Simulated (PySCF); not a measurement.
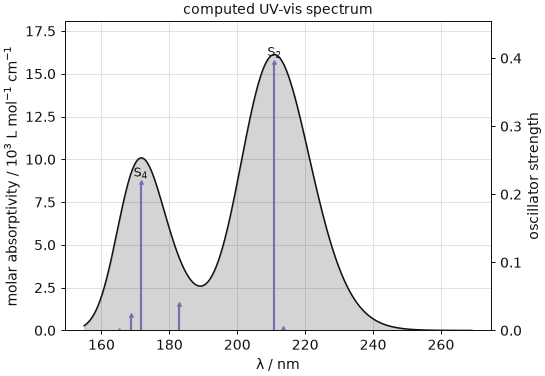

Vertical TDDFT excitations, B3LYP/def2-SVPD (IEF-PCM chloroform), PySCF, at a PBE0-D3(BJ)/def2-SVP geometry (no frequency check). The lowest 6 singlet states are shown; each is broadened by a Gaussian of 1/e half-width 0.40 eV. Sticks give oscillator strengths (right axis).

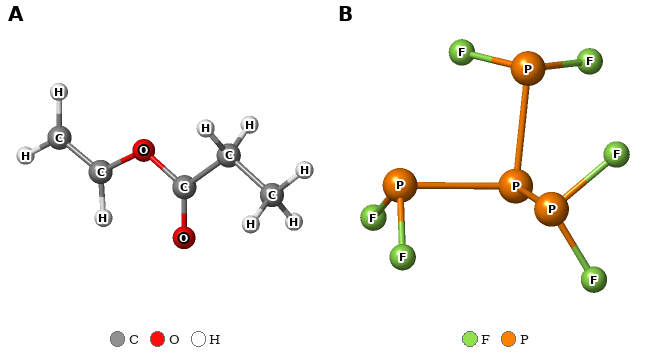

Question: Whose absorption spectrum is this? The candidates are drawn in the second picture.

Answer: Structure A, C₅H₈O₂ (vinyl propionate), SMILES C=COC(=O)CC. Its lowest singlet lies at 5.81 eV (f = 0.003) and the brightest of those computed is S2 at 5.88 eV (211 nm), f = 0.395, mainly HOMO → LUMO (94 %).

Known limits of this run: states above the negative HOMO energy depend on the basis; one conformer of a flexible molecule; core orbitals are frozen in the response.
